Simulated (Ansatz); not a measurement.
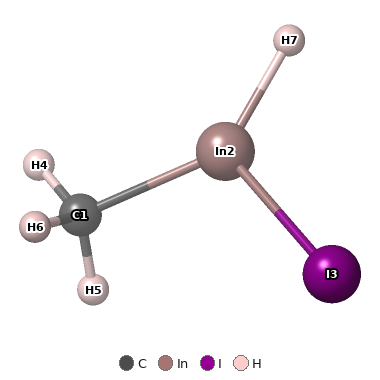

The system is CH4IIn, SMILES [CH3][InH][I]; the picture shows the reference structure. First axis: umbrella angle at In2 (between each of its bonds and their common axis; 90 is planar). Second axis: change of the bonds In2–C1, In2–I3, In2–H7, all alike. Nothing is relaxed (all other coordinates rigid). The grid has 13 × 13 points. Points are written as (first, second). Energies: eV, counted from the relaxed molecule at the same level. Computed with Ansatz, RKS PBE0-D4/def2-SVP.

Its coordinates:

```yaml
atoms:
  - { symbol: C, position_ang: [-0.9643, 0.4300, -0.3087] }
  - { symbol: In, position_ang: [1.0513, -0.2540, -0.0183] }
  - { symbol: I, position_ang: [1.3414, -1.7056, 2.2471] }
  - { symbol: H, position_ang: [-1.0680, 1.0018, -1.2409] }
  - { symbol: H, position_ang: [-1.6337, -0.4421, -0.3316] }
  - { symbol: H, position_ang: [-1.2495, 1.0603, 0.5462] }
  - { symbol: H, position_ang: [2.5227, -0.0904, -0.8938] }
```

Range: umbrella angle at In2 (between each of its bonds and their common axis; 90 is planar) from 66 to 114°; change of the bonds In2–C1, In2–I3, In2–H7, all alike from −0.241 to 0.373 Å.

### Predict the map.

The lowest grid point is at (90°, 0.015 Å), 0.0038 eV from the relaxed molecule at the same level. No other kind of well shows on this grid. The highest grid point, (66°, −0.241 Å), lies 2.73 eV above the lowest. Round the minimum the two coordinates are nearly uncoupled.

```tsv
second ↓, first →	66	70	74	78	82	86	90	94	98	102	106	110	114
0.373	2.15	1.94	1.77	1.64	1.54	1.49	1.47	1.49	1.54	1.64	1.77	1.94	2.15
0.321	1.88	1.66	1.48	1.34	1.24	1.18	1.16	1.18	1.24	1.34	1.48	1.66	1.88
0.270	1.63	1.40	1.21	1.07	0.96	0.90	0.88	0.90	0.96	1.07	1.21	1.40	1.63
0.219	1.41	1.17	0.97	0.82	0.71	0.64	0.62	0.64	0.71	0.82	0.97	1.17	1.41
0.168	1.23	0.97	0.76	0.60	0.48	0.41	0.39	0.41	0.48	0.60	0.76	0.97	1.23
0.117	1.09	0.82	0.59	0.42	0.30	0.23	0.20	0.23	0.30	0.42	0.59	0.81	1.09
0.066	1.00	0.71	0.48	0.30	0.17	0.09	0.07	0.09	0.17	0.30	0.48	0.71	1.00
0.015	0.99	0.68	0.44	0.25	0.11	0.03	0.00	0.03	0.11	0.25	0.44	0.68	0.99
−0.037	1.06	0.74	0.48	0.28	0.14	0.05	0.02	0.05	0.14	0.28	0.48	0.74	1.06
−0.088	1.25	0.91	0.64	0.42	0.27	0.18	0.15	0.18	0.27	0.42	0.63	0.91	1.25
−0.139	1.57	1.21	0.92	0.69	0.53	0.44	0.41	0.44	0.53	0.69	0.92	1.21	1.57
−0.190	2.05	1.67	1.36	1.12	0.95	0.85	0.82	0.85	0.95	1.12	1.36	1.67	2.05
−0.241	2.73	2.32	2.00	1.75	1.57	1.46	1.42	1.46	1.57	1.75	2.00	2.32	2.73
```

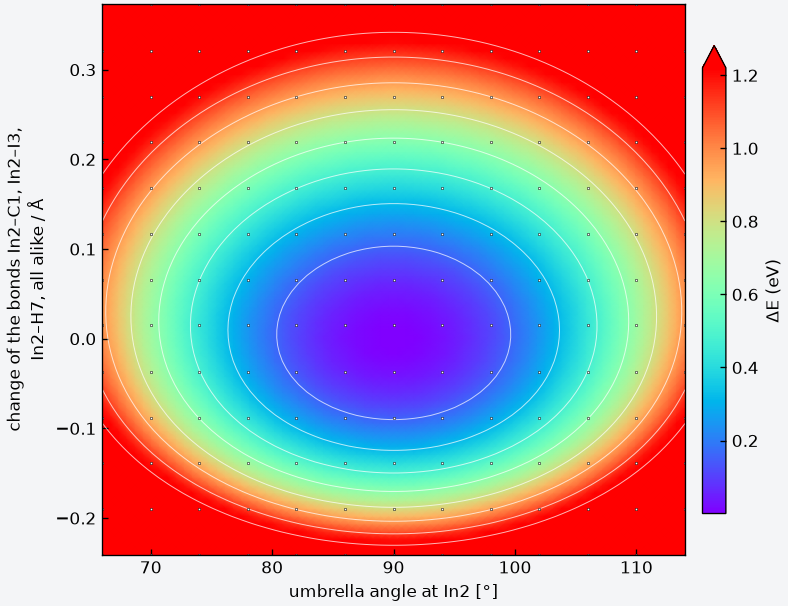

The picture shows a smooth colour map with a few white contour lines, dots at the grid points, one colour for all values above the top of the scale. Between grid points the surface is interpolated.

Each point was launched as `ansatz run input.yaml --threads 1 --pin off --max-ram 2560MiB --backend cpu --events-out ev --progress --plain --runs-dir out`. Time for the 169 points that were run: 28 min on 1 thread of Arm Neoverse V2, with other jobs on the host.
